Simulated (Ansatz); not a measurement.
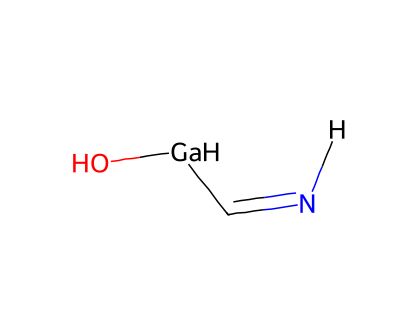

2D structure.

**Transcribe the drawing into SMILES.**

[H]/N=[CH]\[GaH][OH]

**Give the formula, hydrogens included.**

CH4GaNO.

The parts below concern this one geometry. Atoms keep their numbers from picture to picture. Computed geometry: PBE0-D4/def2-TZVP optimisation.

Dipole moment

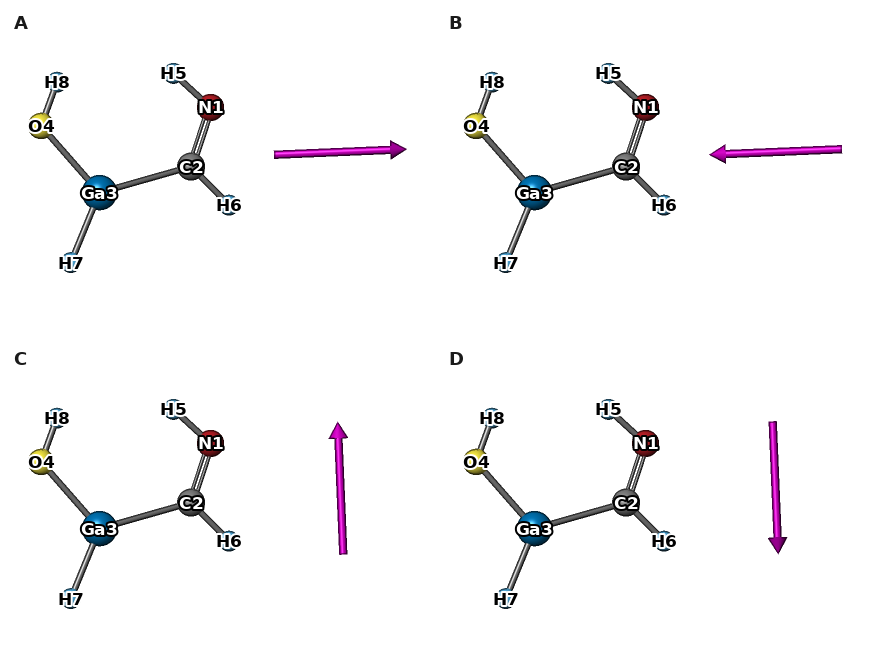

The same molecule four times, each with an arrow. Method: RKS B3LYP-D4/def2-TZVPP (Ansatz 0.2.0).

**Which arrow points along the dipole moment, from the negative to the positive end?**

D. The dipole moment is 0.54 D; it points from the side of H5, H8 to the side of H7 (the outermost atoms at the two ends).

Vibrations

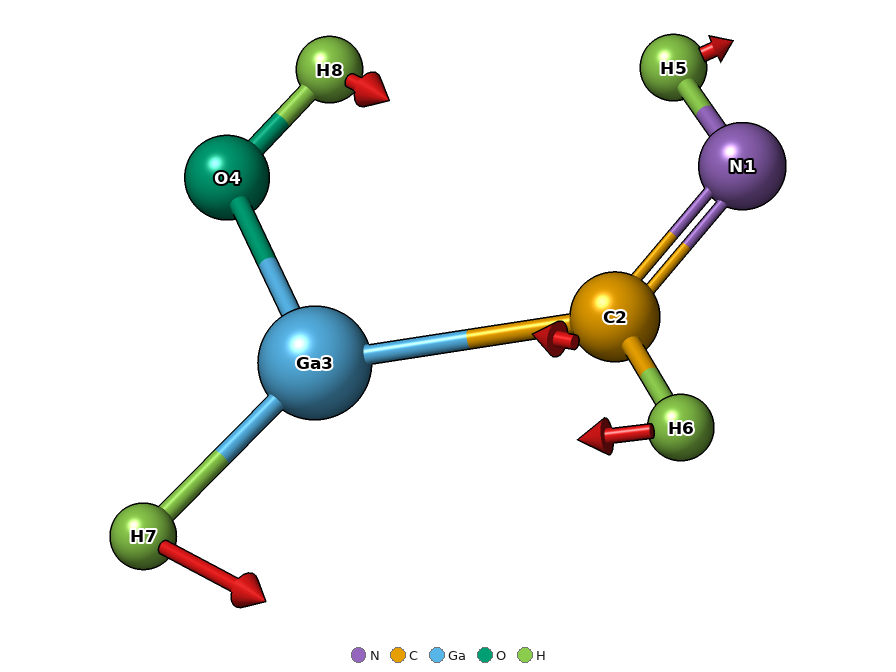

The arrows show one normal mode. Harmonic vibrations computed with RKS PBE0-D4/def2-TZVP (Ansatz 0.2.0) at a stationary point of the same level.

**At what wavenumber does it lie?**

542 cm⁻¹; it is mode 6 of 18 counted from the lowest.

Charges

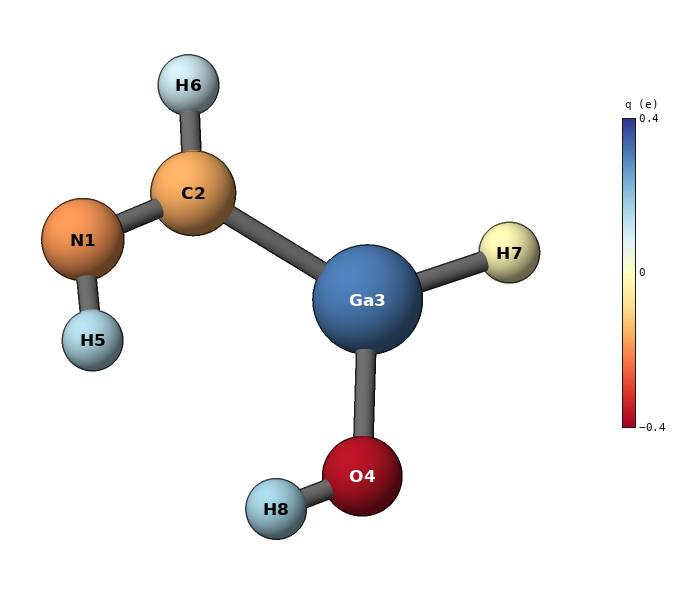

Atoms are coloured by their Mulliken charges. Method: RKS PBE-D4/def2-TZVPP (Ansatz 0.2.0).

List the Mulliken charges.

| atom | value (e) |
| --- | --- |
| N1 | −0.19 |
| C2 | −0.15 |
| Ga3 | 0.31 |
| O4 | −0.36 |
| H5 | 0.15 |
| H6 | 0.11 |
| H7 | −0.02 |
| H8 | 0.17 |

Mulliken values depend strongly on the basis set and can even reverse the polarity of a bond.
